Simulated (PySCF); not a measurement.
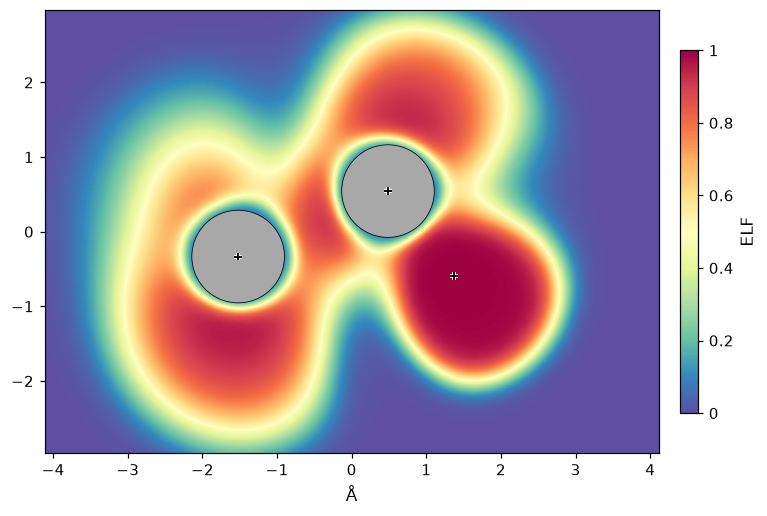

The electron localisation function on a plane through atoms (crosses mark nuclei in the plane; grey discs cover the cores).

Theory: DFT single point, gas phase, functional M06-2X (PySCF).

Candidates:
A. H3P2 (SMILES [PH-]P) (charge −1)
B. C6H5Cl (SMILES Clc1ccccc1)
C. BrCl (SMILES [Br-].[Cl]) (charge −1, doublet)

**Which candidate gave the map?**

Candidate A: H3P2 on the plane of atoms P1, P2 and H4, which holds P and H. P–P (2.19 Å): the ELF peaks at about 0.90 between the atoms (a covalent bond). P–H (1.44 Å): the ELF climbs to about 1 towards the hydrogen, as it does in any bond to H.
